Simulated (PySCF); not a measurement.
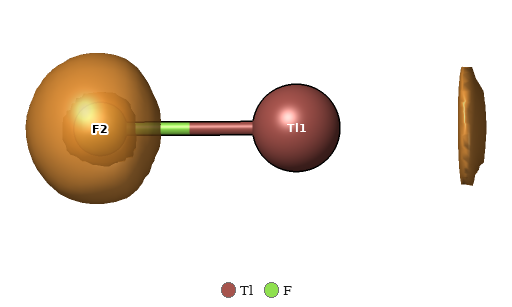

TlF (Tl(F)). Isosurface of the ELF at 0.75 (orange), seen from one side. Core shells and regions of very low density are left out.

Core potentials replace the inner electrons of Tl.

Computed with RKS B3LYP, Tl def2-SVP with ECP60, F def2-SVP; non-relativistic Hamiltonian with scalar-relativistic core potentials where named; density fitting (PySCF 2.14.0).

### Where are the electrons localised?

At this value the surface marks out one lobe on Tl, pointing away from the bonds (lone pairs) and one region wrapped around F (its valence shell).

Values along the shortest contacts:
Tl–F (2.10 Å): the ELF peaks at about 0.85 in the valence shell of F, 0.6 Å from its nucleus, and drops to about 0.10 between the two atoms.
